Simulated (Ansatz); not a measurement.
**Scan of one atom of the cell for Pd (fcc, Cu type)**

Starting cell, Pd (fcc, Cu type):

```yaml
crystal:
  lattice:
    - [3.94259, 0.00000, 0.00000]
    - [0.00000, 3.94259, 0.00000]
    - [0.00000, 0.00000, 3.94259]
  atoms:
    - { symbol: Pd, position: [0.00000, 0.00000, 0.00000] }
    - { symbol: Pd, position: [0.50000, 0.50000, 0.00000] }
    - { symbol: Pd, position: [0.50000, 0.00000, 0.50000] }
    - { symbol: Pd, position: [0.00000, 0.50000, 0.50000] }
```

In each cell atom 3 (Pd, nearest neighbour Pd at 2.788 Å; its periodic images, 3.9 Å or more away, move with it) moves by s·(0.577, 0.577, 0.577) (along Cartesian [111]), the rest being held.

Level of theory: PBE (plane waves to 420 eV, PAW, scalar-relativistic; Ansatz, a first-principles code). k mesh 10×10×10 (Γ-centred), Fermi-Dirac smearing 0.05 eV. E stands for the smeared free energy. Compression counts positive. With partly filled bands, energies and forces of such displacements shift with the k mesh and the smearing. Pd is run without spin polarisation. Pd was relaxed with its symmetry unable to fall. The PAW data are Ansatz's earlier set. ΔE is measured from the undisplaced structure.

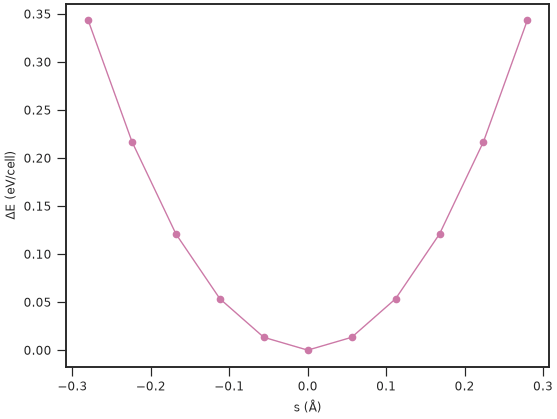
ΔE (eV/cell) against s (Å); one marker a computed point.

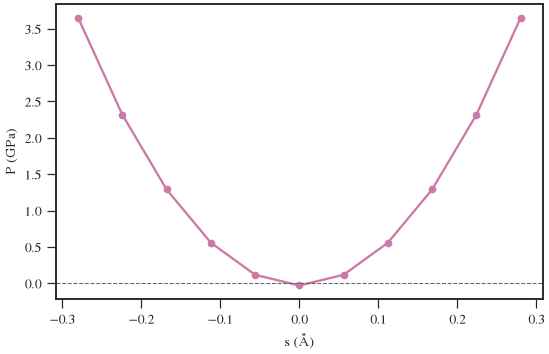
*P (GPa) against s (Å); computed points joined by lines.*

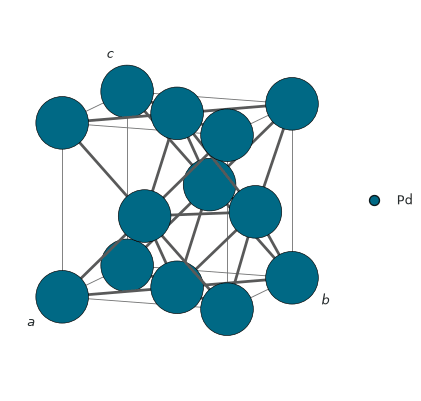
Fig. 1. The cell of the calculation at s = -0.280 Å.

The force constant k = d²E/ds² at s = 0 (finite differences) comes out as 8.50 eV/Å², the energy at s = 0.280 Å comes out as 344 meV/cell and the force along the line at s = -0.280 Å comes out as 2.55 eV/Å. Harmonic estimate at the end of the scan: ½ks² = 333 meV/cell against the computed 344 meV/cell, so the well is close to harmonic there. Symmetry of the curve: even: the same for both signs.

The forces along the line at the two nearest points give (0.477 − (-0.477)) / (2·0.056) = 8.52 eV/Å²; the next pair corrects for the finite step.

(For displaced atoms, the force is minus the slope of the energy, and its curvature is a force constant, which sets phonon frequencies.)
